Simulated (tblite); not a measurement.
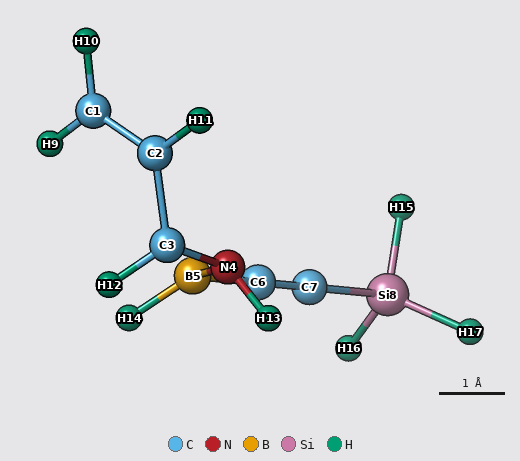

Figure 1. The starting structure (ball-and-stick view, seen at a tilt; atoms are numbered from 1 in the order of the input).

**C5H9BNSi: geometry relaxation (part 1 of 4)**

System: C5H9BNSi, multiplicity 2, SMILES C=C[CH]NBC#C[SiH3].
Method: GFN2-xTB geometry optimisation, gas phase (tblite 0.8.0).

It belongs to a series of runs on one base structure; here: H removed from sp3 C.

**Log**
```
step      E/eV     max force
  0    -571.02652    2.382
  1    -571.18945    1.784
  2    -571.33216    1.370
  3    -571.39858    2.723
  4    -571.49444    0.868
  5    -571.56819    0.901
  6    -571.67013    1.392
  7    -571.77433    1.381
  8    -571.88682    1.288
  9    -572.02038    0.945
 10    -572.09758    0.683
 11    -572.16314    0.563
 12    -572.20544    0.533
 13    -572.19568    2.017
 14    -572.26139    0.525
 15    -572.28576    0.466
 16    -572.33470    0.574
 17    -572.35385    0.487
 18    -572.38414    0.489
 19    -572.42425    0.440
 20    -572.46694    0.553
 21    -572.49587    0.444
 22    -572.52412    0.400
 23    -572.55679    0.395
 24    -572.59579    0.557
 25    -572.63333    0.580
 26    -572.66438    0.537
 27    -572.69509    0.542
 28    -572.73034    0.623
 29    -572.77073    0.653
 30    -572.82920    0.615
 31    -572.90337    0.748
 32    -572.96664    0.796
 33    -573.03267    0.926
 34    -573.08959    0.865
 35    -573.11945    0.970
 36    -573.18439    0.453
 37    -573.23423    0.455
 38    -573.27675    0.438
 39    -573.29607    0.557
 40    -573.31436    0.309
 41    -573.33389    0.305
 42    -573.34514    0.294
 43    -573.35413    0.253
 44    -573.36310    0.330
 45    -573.37173    0.217
 46    -573.37846    0.180
 47    -573.38293    0.166
 48    -573.38709    0.207
 49    -573.39228    0.208
 50    -573.39943    0.274
 51    -573.40757    0.312
 52    -573.41498    0.294
 53    -573.42228    0.208
 54    -573.42989    0.209
 55    -573.43483    0.173
 56    -573.43805    0.217
 57    -573.44053    0.146
 58    -573.44343    0.141
 59    -573.44612    0.158
 60    -573.44881    0.141
 61    -573.45067    0.150
 62    -573.45249    0.108
 63    -573.45470    0.141
 64    -573.45698    0.126
 65    -573.45878    0.109
 66    -573.46053    0.116
 67    -573.46288    0.151
 68    -573.46572    0.150
 69    -573.46834    0.165
 70    -573.47053    0.131
 71    -573.47294    0.114
 72    -573.47610    0.118
 73    -573.48008    0.146
 74    -573.48366    0.113
 75    -573.48706    0.150
 76    -573.49033    0.144
 77    -573.49488    0.144
 78    -573.49896    0.167
 79    -573.50312    0.158
 80    -573.50628    0.209
 81    -573.50918    0.171
 82    -573.51211    0.116
 83    -573.51458    0.117
 84    -573.51657    0.106
 85    -573.51815    0.093
 86    -573.51928    0.096
 87    -573.52036    0.084
 88    -573.52160    0.113
 89    -573.52288    0.103
 90    -573.52421    0.117
 91    -573.52567    0.162
 92    -573.52745    0.175
 93    -573.52956    0.168
 94    -573.53197    0.175
 95    -573.53463    0.136
 96    -573.53643    0.110
 97    -573.53800    0.126
 98    -573.53905    0.089
 99    -573.53999    0.057
100    -573.54062    0.077
101    -573.54111    0.048
102    -573.54170    0.049
103    -573.54195    0.041
104    -573.54218    0.037
105    -573.54233    0.032
106    -573.54248    0.031
107    -573.54262    0.054
108    -573.54274    0.035
109    -573.54283    0.024
110    -573.54288    0.020
111    -573.54292    0.013
112    -573.54295    0.014
113    -573.54299    0.017
114    -573.54303    0.020
115    -573.54309    0.017
116    -573.54314    0.016
117    -573.54317    0.012
118    -573.54320    0.014
119    -573.54323    0.012
120    -573.54324    0.010
```

**Trajectory as extended XYZ (Å, eV, eV/Å), 48 of the 121 frames kept, from step=0 to step=120**
```
17
Properties=species:S:1:pos:R:3:forces:R:3 step=0 energy=-571.02652
C    -3.4261    0.6064    0.4309   -1.2290   0.3730   1.0860
C    -3.0020   -0.4431   -0.2290    0.5700  -1.0540  -0.6630
C    -2.0374   -0.2858   -1.3219    0.1980   0.2990   0.1250
N    -0.6756   -0.4435   -0.9950    0.8920   0.6770  -0.2620
B     0.0558    0.8234   -0.5881    0.9640  -1.5700  -1.5100
C     1.4620    0.6745    0.0375   -1.1200  -0.0520  -0.1880
C     2.5637    0.5555    0.5337   -0.4010  -0.0430  -0.2100
Si    4.2247    0.3637    1.2768    0.4680  -0.0960   0.1010
H    -3.0906    1.5992    0.1552   -0.2440  -0.1360   0.3120
H    -4.1505    0.4495    1.2597    0.6310   0.5750  -0.6790
H    -3.3312   -1.4585    0.0453    0.3720   0.4750  -0.0920
H    -2.2919    0.4779   -2.0643    0.0130  -0.2400  -0.0770
H    -0.1216   -1.0070   -1.6776   -0.5630   0.4030   1.0330
H    -0.1154    1.7537   -1.3116   -0.4870   0.2300   0.9160
H     4.0380    0.3220    2.7258    0.0090  -0.0180   0.0970
H     4.9996    1.5467    0.8946    0.0770  -0.0080  -0.0070
H     4.8915   -0.8730    0.8182   -0.1500   0.1850   0.0170
17
Properties=species:S:1:pos:R:3:forces:R:3 step=3 energy=-571.39858
C    -3.4555    0.5898    0.4297   -0.0270   0.5550  -0.0420
C    -2.9839   -0.4452   -0.2369    0.3570  -0.3370  -0.2270
C    -2.0136   -0.2629   -1.3119   -0.1090   0.2070  -0.0290
N    -0.6470   -0.3963   -1.0072   -0.7160  -0.4760  -0.1830
B     0.1194    0.7421   -0.7038    0.1360   1.2370  -0.4910
C     1.4123    0.6605    0.0310    2.5330  -0.5820   0.8130
C     2.5423    0.5508    0.5224   -1.5480   0.0800  -0.6470
Si    4.2336    0.3642    1.2789   -0.4430   0.2010  -0.0050
H    -3.1137    1.5844    0.1825   -0.1490   0.0060   0.1020
H    -4.1356    0.4850    1.2440   -0.3050   0.0290   0.2260
H    -3.3036   -1.4424    0.0418    0.2640  -0.1190  -0.0180
H    -2.2907    0.4633   -2.0714    0.0030   0.0210  -0.1480
H    -0.1451   -1.0060   -1.6166    0.2540  -0.9640   0.1210
H    -0.1544    1.7704   -1.2359   -0.3140   0.1880   0.6080
H     4.0394    0.3205    2.7325    0.0360  -0.0100  -0.0140
H     5.0069    1.5468    0.8937    0.0630  -0.0120  -0.0060
H     4.8823   -0.8635    0.8174   -0.0330  -0.0230  -0.0600
17
Properties=species:S:1:pos:R:3:forces:R:3 step=5 energy=-571.56819
C    -3.4642    0.5909    0.4180   -0.2310   0.0870   0.3060
C    -2.9666   -0.4451   -0.2412   -0.1020  -0.0390   0.1080
C    -2.0110   -0.2428   -1.3110   -0.1670   0.0170  -0.1860
N    -0.6563   -0.3921   -1.0210    0.5700   0.1390  -0.3300
B     0.1582    0.7550   -0.7728   -0.1560  -0.0100   0.3260
C     1.4337    0.6331    0.0288   -0.3300  -0.1660  -0.8220
C     2.5341    0.5448    0.5195    0.6600  -0.1250   0.3300
Si    4.2112    0.3743    1.2773    0.0740   0.0090   0.0980
H    -3.1301    1.5833    0.1983   -0.0110   0.2960  -0.1110
H    -4.1453    0.5014    1.2489   -0.0750  -0.1080  -0.1080
H    -3.2780   -1.4439    0.0401    0.2810  -0.1270   0.0030
H    -2.2905    0.4593   -2.0824   -0.0720   0.2320  -0.2100
H    -0.1444   -1.0529   -1.5814   -0.0280  -0.7780   0.3750
H    -0.1879    1.7904   -1.1731   -0.2440   0.4990   0.2510
H     4.0417    0.3194    2.7347    0.0100   0.0090  -0.0360
H     5.0127    1.5460    0.8931   -0.0430  -0.0680   0.0130
H     4.8758   -0.8595    0.8142   -0.1380   0.1330  -0.0060
17
Properties=species:S:1:pos:R:3:forces:R:3 step=8 energy=-571.88682
C    -3.5000    0.5974    0.4191    0.3470   0.1100  -0.1220
C    -2.9446   -0.4302   -0.2334    0.0760   0.1770  -0.1150
C    -2.0073   -0.1974   -1.3292    0.5830  -0.1040   0.0520
N    -0.6043   -0.3661   -1.1273   -0.0090   0.4820  -0.8270
B     0.2032    0.7912   -0.8785   -0.6890  -0.7970   0.7410
C     1.4882    0.5503   -0.0821    0.1240   0.4260  -0.6410
C     2.5396    0.5196    0.5282   -0.5760  -0.0380  -0.4140
Si    4.1921    0.3942    1.2935    0.4950  -0.1800   0.0860
H    -3.1732    1.6142    0.2167   -0.1960  -0.2570  -0.1630
H    -4.1821    0.5182    1.2479   -0.0690  -0.2960  -0.0930
H    -3.1785   -1.4632    0.0389    0.1880   0.2730   0.0540
H    -2.2987    0.4829   -2.1287    0.0530   0.1090   0.3390
H    -0.1632   -1.2514   -1.4270   -0.5350   0.4790   0.8070
H    -0.2858    1.8789   -0.9869    0.3090  -0.4810   0.0690
H     4.0479    0.3188    2.7389   -0.0220   0.0360   0.2160
H     5.0188    1.5357    0.8937   -0.0450   0.0700   0.0140
H     4.8412   -0.8317    0.8063   -0.0330  -0.0090  -0.0050
17
Properties=species:S:1:pos:R:3:forces:R:3 step=10 energy=-572.09758
C    -3.4919    0.6050    0.4236    0.1360  -0.2000  -0.1880
C    -2.9348   -0.4173   -0.2374    0.4980  -0.0080  -0.2010
C    -1.9861   -0.1933   -1.3387   -0.2260   0.1970  -0.0560
N    -0.5862   -0.3451   -1.2129   -0.6120  -0.1450  -0.1270
B     0.1615    0.7742   -0.8298    0.2180  -0.0150   0.0400
C     1.5132    0.5555   -0.1645    0.4560   0.2280   0.2270
C     2.5275    0.5087    0.5130   -0.1040  -0.0360  -0.3960
Si    4.2110    0.3895    1.3031   -0.5540   0.0610  -0.1820
H    -3.1911    1.6197    0.2017   -0.1680  -0.1010  -0.0890
H    -4.1964    0.4947    1.2376    0.1110  -0.1610  -0.2090
H    -3.1408   -1.4551    0.0432    0.1180   0.3100   0.0650
H    -2.2985    0.5034   -2.1198    0.0840   0.0870   0.3690
H    -0.1999   -1.2853   -1.3357   -0.2200   0.3590   0.5380
H    -0.2885    1.8752   -0.9433    0.1180  -0.4850   0.1490
H     4.0480    0.3216    2.7515   -0.0060   0.0310   0.1100
H     5.0156    1.5369    0.8952    0.0240   0.1250   0.0120
H     4.8304   -0.8267    0.8033    0.1260  -0.2460  -0.0630
17
Properties=species:S:1:pos:R:3:forces:R:3 step=13 energy=-572.19568
C    -3.4822    0.5888    0.3975   -0.1200   0.0600  -0.0540
C    -2.8658   -0.4037   -0.2554   -0.3030  -0.0080   0.2490
C    -1.9856   -0.1537   -1.3562    0.1340   0.0050  -0.2080
N    -0.6044   -0.3223   -1.3164    0.3480  -1.7830   0.8760
B     0.1748    0.7379   -0.8456    0.0660   0.7100  -0.1500
C     1.5522    0.5658   -0.2514   -0.2950  -0.1320  -0.0230
C     2.5305    0.4871    0.4597    0.3760   0.0350   0.0200
Si    4.1724    0.3929    1.2959    0.3420  -0.1000   0.0640
H    -3.2471    1.6139    0.1851   -0.0440   0.1680  -0.2260
H    -4.1965    0.4594    1.1957    0.1060  -0.2830  -0.0770
H    -3.0574   -1.4167    0.0575    0.2060  -0.3240   0.1540
H    -2.2969    0.5568   -2.0875   -0.1780   0.6910  -0.1790
H    -0.2768   -1.3112   -1.1308   -0.4490   1.2790  -0.2210
H    -0.3068    1.8301   -0.8237    0.1760  -0.3430  -0.1170
H     4.0476    0.3284    2.7707   -0.0710   0.0380  -0.3050
H     5.0124    1.5463    0.9007   -0.2100  -0.1370   0.0880
H     4.8227   -0.8382    0.7944   -0.0830   0.1250   0.1070
17
Properties=species:S:1:pos:R:3:forces:R:3 step=15 energy=-572.28576
C    -3.4827    0.5896    0.3942   -0.0760   0.0910  -0.0650
C    -2.8736   -0.4087   -0.2513   -0.1690  -0.0330  -0.0440
C    -1.9903   -0.1579   -1.3600    0.0470   0.0170  -0.0820
N    -0.6092   -0.3409   -1.2759    0.0420   0.3140   0.3420
B     0.1769    0.7467   -0.8479    0.0150  -0.1420  -0.1330
C     1.5438    0.5692   -0.2289   -0.1660  -0.1220  -0.0570
C     2.5406    0.4917    0.4576    0.1550   0.0250  -0.0630
Si    4.1775    0.3892    1.2937    0.3140  -0.0920   0.0480
H    -3.2436    1.6152    0.1771   -0.0870   0.0780  -0.1930
H    -4.1879    0.4501    1.1936    0.0100  -0.2040   0.0350
H    -3.0640   -1.4243    0.0626    0.2060  -0.2110   0.1170
H    -2.3001    0.5749   -2.0857    0.0170   0.4040   0.0820
H    -0.2757   -1.2832   -1.1515   -0.0290  -0.2750   0.1710
H    -0.2953    1.8161   -0.8490   -0.0390   0.1220  -0.1150
H     4.0448    0.3295    2.7601   -0.0730   0.0230  -0.1690
H     5.0059    1.5439    0.9033   -0.1230  -0.0580   0.0520
H     4.8257   -0.8396    0.7983   -0.0440   0.0640   0.0740
17
Properties=species:S:1:pos:R:3:forces:R:3 step=18 energy=-572.38414
C    -3.4939    0.5851    0.3555   -0.1850  -0.1420  -0.0060
C    -2.8573   -0.4110   -0.2749   -0.1510  -0.0490  -0.1560
C    -1.9936   -0.1191   -1.3873    0.0130   0.1280   0.2520
N    -0.6267   -0.3437   -1.2446   -0.1170  -0.0770   0.0070
B     0.1978    0.7307   -0.8829    0.0600   0.0610   0.1940
C     1.5629    0.5517   -0.2727    0.1170  -0.1720   0.0510
C     2.5770    0.4847    0.3933    0.0130  -0.0070  -0.0400
Si    4.1901    0.3743    1.2855   -0.1540   0.0490  -0.1110
H    -3.3080    1.6233    0.1144   -0.2300  -0.2280  -0.0990
H    -4.1735    0.3736    1.1627    0.0280   0.1140   0.0870
H    -2.9577   -1.4314    0.0986    0.1670   0.1980  -0.1260
H    -2.2906    0.7116   -2.0323    0.3340  -0.1260   0.3340
H    -0.3571   -1.2858   -0.9821   -0.1080  -0.0110  -0.0870
H    -0.2993    1.7816   -0.8059    0.0400   0.3380  -0.3110
H     4.0250    0.3402    2.7360   -0.1070  -0.0300   0.0760
H     4.9773    1.5437    0.9192    0.1270   0.1470  -0.0480
H     4.8205   -0.8478    0.8077    0.1520  -0.1920  -0.0170
17
Properties=species:S:1:pos:R:3:forces:R:3 step=20 energy=-572.46694
C    -3.5203    0.5712    0.3319   -0.3210  -0.2530  -0.0140
C    -2.8886   -0.4221   -0.3128    0.1220  -0.0220   0.2490
C    -1.9966   -0.0915   -1.3744   -0.0270   0.0670   0.2060
N    -0.6507   -0.3354   -1.1870    0.0750  -0.3120  -0.1090
B     0.1982    0.7210   -0.8543    0.0350   0.5500  -0.0470
C     1.5719    0.5247   -0.2788    0.1620  -0.0670   0.1570
C     2.6102    0.4871    0.3527   -0.0850  -0.0990  -0.0310
Si    4.2074    0.3609    1.2684   -0.1740   0.1240  -0.0310
H    -3.3650    1.6066    0.0474   -0.3480  -0.3300   0.0640
H    -4.1598    0.3253    1.1644    0.0000   0.3180   0.0100
H    -2.8847   -1.4270    0.1110   -0.0530   0.1620  -0.2230
H    -2.2404    0.7931   -1.9476    0.1630   0.0570   0.0480
H    -0.4088   -1.2833   -0.9229   -0.0640  -0.0460  -0.0340
H    -0.2800    1.8026   -0.8704    0.2660  -0.0460  -0.1820
H     3.9947    0.3438    2.7192   -0.0690  -0.0570  -0.0150
H     4.9670    1.5587    0.9253    0.1690   0.0520  -0.0470
H     4.8386   -0.8743    0.8181    0.1480  -0.0990  -0.0030
17
Properties=species:S:1:pos:R:3:forces:R:3 step=23 energy=-572.55679
C    -3.5934    0.5295    0.3047   -0.1600  -0.0680   0.0020
C    -2.9064   -0.4335   -0.3248    0.2070   0.1700   0.2090
C    -1.9913   -0.0533   -1.3314    0.1950   0.1150  -0.0590
N    -0.6582   -0.3314   -1.1308    0.2130   0.0730  -0.1510
B     0.2107    0.7454   -0.8531    0.0090  -0.2940  -0.1330
C     1.5727    0.4902   -0.2631   -0.1430   0.2390  -0.1160
C     2.6373    0.4755    0.3185    0.0040  -0.1430   0.0800
Si    4.2176    0.3588    1.2485    0.2100  -0.0580   0.0410
H    -3.4711    1.5486   -0.0075   -0.3200   0.1150  -0.0490
H    -4.1584    0.3259    1.1848   -0.3460   0.0000   0.1900
H    -2.8250   -1.4180    0.0960   -0.1420  -0.3500   0.0250
H    -2.1666    0.8728   -1.8556   -0.0840   0.0920  -0.0110
H    -0.4543   -1.2960   -0.8847    0.0700   0.1860   0.0680
H    -0.2298    1.8356   -0.9651    0.2770  -0.1320  -0.0730
H     3.9543    0.3381    2.6975   -0.0150  -0.0390  -0.1090
H     4.9812    1.5759    0.9244    0.0480  -0.1770   0.0030
H     4.8736   -0.9026    0.8321   -0.0220   0.2700   0.0820
17
Properties=species:S:1:pos:R:3:forces:R:3 step=26 energy=-572.66438
C    -3.7136    0.4633    0.2766    0.1740   0.2290   0.1490
C    -2.8708   -0.4230   -0.2948   -0.2210   0.0530   0.0550
C    -1.9596    0.0175   -1.2772   -0.1740   0.0080   0.1900
N    -0.6398   -0.3265   -1.1222   -0.2030   0.1690  -0.1160
B     0.2449    0.7383   -0.8914    0.2840  -0.2020  -0.0870
C     1.5761    0.4920   -0.2643    0.3570   0.0160  -0.0430
C     2.6582    0.4300    0.2816    0.1470  -0.0370   0.1770
Si    4.2392    0.3556    1.2286   -0.0380  -0.0230   0.0080
H    -3.6736    1.4793   -0.0716   -0.2170   0.1230  -0.1140
H    -4.2102    0.3351    1.2189   -0.2800  -0.4230  -0.1770
H    -2.7714   -1.4377    0.0732    0.0030   0.0690   0.0980
H    -2.0955    0.9812   -1.7493   -0.2060  -0.0880   0.0450
H    -0.5078   -1.2754   -0.7941    0.2490   0.0620  -0.0050
H    -0.1201    1.8358   -1.0640    0.0490   0.0690  -0.1500
H     3.9058    0.3239    2.6602    0.0260   0.0070  -0.0350
H     5.0146    1.5687    0.9221    0.0020  -0.1650   0.0020
H     4.9167   -0.8968    0.8576    0.0480   0.1340   0.0020
```
